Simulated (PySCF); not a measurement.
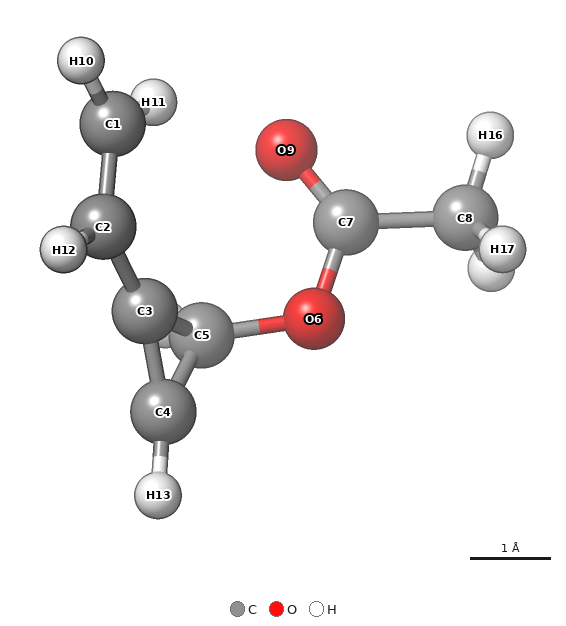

**Figure 1.** The structure (ball-and-stick view, seen at a tilt; atoms are numbered from 1 in the order of the input).

# Two runs on C7H8O2

System: C7H8O2, SMILES C=CC1=C[C@@H]1OC(C)=O.
Method of run A: GIAO PBE0/pcSseg-1 NMR shielding, non-relativistic, IEF-PCM dichloromethane (PySCF 2.14.0).

The geometry comes from this level: PBE0-D3(BJ)/def2-SVP. Text and figures count atoms from 1; the logs count them from 0 in places.

**The input, run A**
```
{"job": {"kind": "nmr", "xc": "PBE0", "basis": "pcSseg-1", "solvent": "dichloromethane", "pop": false}, "charge": 0, "multiplicity": 1}
C      1.496701     1.806760    -0.562146
C      1.673815     0.609944    -1.140633
C      1.127715    -0.594841    -0.576848
C      0.913085    -1.890062    -0.581703
C      0.338671    -1.142844     0.542339
O     -1.080606    -0.972086     0.550568
C     -1.545450     0.133797     1.141411
C     -3.046492     0.149225     1.155160
O     -0.839822     0.991818     1.608865
H      1.914923     2.714717    -1.004255
H      0.914348     1.891195     0.361232
H      2.244507     0.509977    -2.070020
H      1.030031    -2.866857    -1.045447
H      0.724256    -1.188530     1.570728
H     -3.412497    -0.637318     1.832612
H     -3.401903     1.126493     1.500052
H     -3.438816    -0.075828     0.153488
```

The first line tells a small driver script what to run in PySCF; the rest is the geometry in Å.

Command:
```bash
OMP_NUM_THREADS=1 python <driver script> task.json out
```

Hardware: 1 CPU thread, shared host.

**Output (run A)**
```
coarse grid: 14736 points
cycle   1  E = -421.1747606463  dE =  1.584e+00  |g| = 8.816e-01  |ddm| = 3.805e+00
cycle   2  E = -420.9531403245  dE =  2.216e-01  |g| = 1.425e+00  |ddm| = 1.534e+00
cycle   3  E = -421.3120662937  dE = -3.589e-01  |g| = 2.137e-01  |ddm| = 1.049e+00
cycle   4  E = -421.3201309711  dE = -8.065e-03  |g| = 7.262e-02  |ddm| = 1.822e-01
cycle   5  E = -421.3209144066  dE = -7.834e-04  |g| = 2.296e-02  |ddm| = 5.255e-02
cycle   6  E = -421.3210243681  dE = -1.100e-04  |g| = 3.796e-03  |ddm| = 1.820e-02
cycle   7  E = -421.3210271857  dE = -2.818e-06  |g| = 1.318e-03  |ddm| = 3.741e-03
final grid: 143848 points
cycle   8  E = -421.3962679758  dE = -2.366e-05  |g| = 1.293e-02  |ddm| = 3.367e-02
cycle   9  E = -421.3962327854  dE =  3.519e-05  |g| = 1.919e-02  |ddm| = 2.066e-02
cycle  10  E = -421.3962996102  dE = -6.682e-05  |g| = 1.697e-03  |ddm| = 1.211e-02
cycle  11  E = -421.3963001832  dE = -5.730e-07  |g| = 3.665e-04  |ddm| = 1.238e-03
cycle  12  E = -421.3963002035  dE = -2.027e-08  |g| = 1.583e-04  |ddm| = 3.308e-04
cycle  13  E = -421.3963002080  dE = -4.497e-09  |g| = 3.028e-05  |ddm| = 1.302e-04
cycle  14  E = -421.3963002082  dE = -1.720e-10  |g| = 1.251e-05  |ddm| = 3.384e-05
converged SCF energy = -421.3963002082

GIAO shielding tensors (ppm)
atom      isotropic    diamagn.    paramagn.     s11        s22        s33       span
  0 C       40.993     257.897    -216.904    -74.929     35.607    162.301    237.230
  1 C       55.593     254.953    -199.360    -62.565     64.628    164.715    227.280
  2 C       49.795     258.405    -208.609    -76.569     55.887    170.067    246.636
  3 C       70.641     259.561    -188.920    -41.966     73.867    180.021    221.988
  4 C      134.970     241.587    -106.617     89.568     94.425    220.916    131.348
  5 O       77.335     404.994    -327.660    -92.772    146.002    178.775    271.547
  6 C        4.052     251.467    -247.415    -91.545     28.902     74.799    166.344
  7 C      161.728     247.959     -86.231    139.483    152.236    193.465     53.982
  8 O      -89.689     406.607    -496.297   -359.322   -198.018    288.272    647.594
  9 H       24.803      28.486      -3.683     22.800     24.287     27.321      4.521
 10 H       24.173      33.572      -9.398     20.907     24.230     27.383      6.475
 11 H       24.364      29.106      -4.742     21.918     24.134     27.041      5.123
 12 H       23.853      33.702      -9.850     21.865     23.646     26.046      4.181
 13 H       27.058      30.391      -3.332     22.025     25.517     33.633     11.608
 14 H       28.851      25.753       3.098     25.324     27.435     33.793      8.469
 15 H       29.542      26.721       2.820     25.407     28.092     35.126      9.718
 16 H       29.077      28.434       0.643     25.242     28.426     33.563      8.321
```

The input of run B differs as follows (lines with − go, lines with + come):
```diff
-"solvent": "dichloromethane"
-"pop": false
+"solvent": "chloroform"
+"pop": true
```

Predict how the results change.

The total energy of run B is 0.8 kcal/mol higher: the change of the electrostatic solvation energy at this fixed geometry, without cavity or dispersion terms. The dipole moment goes from 2.08 to 1.99 D. Of all shieldings, the largest change is that of O9, by −3.4 ppm. The number of SCF iterations is the same.

**Output (run B)**
```
coarse grid: 14736 points
cycle   1  E = -421.1723349632  dE =  1.586e+00  |g| = 8.837e-01  |ddm| = 3.805e+00
cycle   2  E = -420.9426622527  dE =  2.297e-01  |g| = 1.441e+00  |ddm| = 1.561e+00
cycle   3  E = -421.3101067013  dE = -3.674e-01  |g| = 2.219e-01  |ddm| = 1.076e+00
cycle   4  E = -421.3188400483  dE = -8.733e-03  |g| = 7.422e-02  |ddm| = 1.903e-01
cycle   5  E = -421.3196584365  dE = -8.184e-04  |g| = 2.348e-02  |ddm| = 5.381e-02
cycle   6  E = -421.3197739648  dE = -1.155e-04  |g| = 3.919e-03  |ddm| = 1.877e-02
cycle   7  E = -421.3197769449  dE = -2.980e-06  |g| = 1.403e-03  |ddm| = 3.958e-03
final grid: 143848 points
cycle   8  E = -421.3950222207  dE = -2.330e-05  |g| = 1.299e-02  |ddm| = 3.365e-02
cycle   9  E = -421.3949856048  dE =  3.662e-05  |g| = 1.939e-02  |ddm| = 2.100e-02
cycle  10  E = -421.3950541597  dE = -6.855e-05  |g| = 1.763e-03  |ddm| = 1.239e-02
cycle  11  E = -421.3950547757  dE = -6.159e-07  |g| = 3.870e-04  |ddm| = 1.288e-03
cycle  12  E = -421.3950547990  dE = -2.334e-08  |g| = 1.558e-04  |ddm| = 3.457e-04
cycle  13  E = -421.3950548034  dE = -4.358e-09  |g| = 3.275e-05  |ddm| = 1.323e-04
cycle  14  E = -421.3950548036  dE = -1.994e-10  |g| = 1.381e-05  |ddm| = 3.744e-05
converged SCF energy = -421.3950548036

GIAO shielding tensors (ppm)
atom      isotropic    diamagn.    paramagn.     s11        s22        s33       span
  0 C       40.840     257.819    -216.979    -75.269     35.493    162.295    237.564
  1 C       55.780     254.994    -199.215    -62.225     65.126    164.438    226.663
  2 C       49.638     258.355    -208.716    -76.678     55.522    170.070    246.748
  3 C       70.873     259.653    -188.780    -41.497     74.337    179.780    221.277
  4 C      134.879     241.465    -106.586     89.593     94.345    220.699    131.107
  5 O       77.266     404.923    -327.657    -92.448    145.840    178.406    270.853
  6 C        4.528     251.494    -246.966    -91.608     30.456     74.736    166.344
  7 C      161.771     247.982     -86.211    139.483    152.547    193.284     53.801
  8 O      -93.096     406.430    -499.526   -364.468   -202.532    287.711    652.180
  9 H       24.833      28.518      -3.686     22.793     24.348     27.358      4.565
 10 H       24.140      33.506      -9.366     20.862     24.202     27.356      6.494
 11 H       24.412      29.146      -4.734     21.980     24.164     27.092      5.112
 12 H       23.915      33.753      -9.838     21.924     23.748     26.075      4.151
 13 H       27.066      30.388      -3.322     22.031     25.535     33.631     11.600
 14 H       28.893      25.824       3.069     25.375     27.494     33.811      8.436
 15 H       29.552      26.760       2.792     25.425     28.108     35.121      9.696
 16 H       29.110      28.495       0.615     25.283     28.472     33.576      8.293
```

**The two runs side by side**

| quantity | run A | run B |
| --- | --- | --- |
| outcome | converged | converged |
| total energy (hartree) | −421.396300 | −421.395055 |
| HOMO (eV) | −7.16 | −7.15 |
| LUMO (eV) | −1.27 | −1.27 |
| dipole moment (D) | 2.08 | 1.99 |
| shielding of C1 (ppm) | 41.0 | 40.8 |
| shielding of C2 (ppm) | 55.6 | 55.8 |
| shielding of C3 (ppm) | 49.8 | 49.6 |
| shielding of C4 (ppm) | 70.6 | 70.9 |
| shielding of C5 (ppm) | 135.0 | 134.9 |
| shielding of C7 (ppm) | 4.1 | 4.5 |
| shielding of O9 (ppm) | −89.7 | −93.1 |
| SCF iterations | 14 | 14 |
| basis functions | 193 | 193 |
| wall time (shared host) | 21 s | 22 s |
